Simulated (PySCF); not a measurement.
C7H7GeN, SMILES c1c(c[c](cc1)[GeH3])C#N, GFN2-xTB optimised geometry. Atoms within 1.6 Å of the plane z = 1.0 Å (x, y, z in Å): N1 (-2.67, -2.78, 0.00), C2 (-2.10, -1.78, 0.00), C3 (-1.40, -0.55, 0.00), C4 (-2.10, 0.65, 0.00), C5 (-1.40, 1.84, 0.00), C6 (-0.02, 1.84, 0.00), C7 (0.70, 0.64, 0.00), Ge8 (2.65, 0.66, 0.01), C9 (0.00, -0.55, 0.00), H10 (-3.18, 0.64, 0.00), H11 (-1.94, 2.78, 0.00), H12 (0.53, 2.77, 0.00), H14 (3.18, -0.73, -0.09), H15 (3.17, 1.29, 1.26), H16 (0.53, -1.50, 0.00).

Level of theory: PySCF with PBE0/def2-TZVP.

Map of the HOMO amplitude (bohr^(-3/2)) on the plane z = 1.0 Å; orbital energy -7.85 eV, overall sign arbitrary:

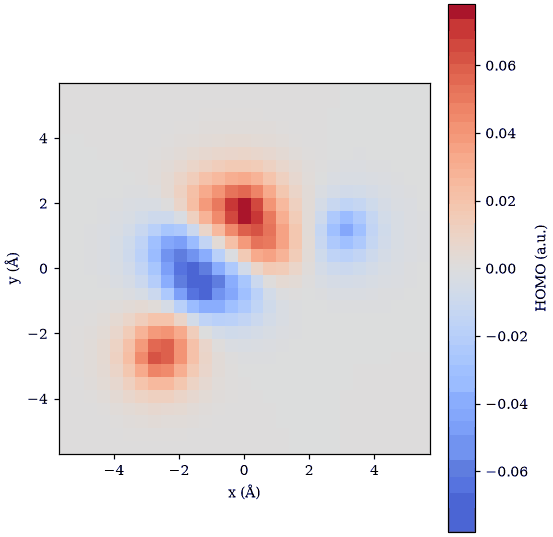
Figure: HOMO amplitude (bohr^(-3/2)) on the plane z = 1.0 Å.
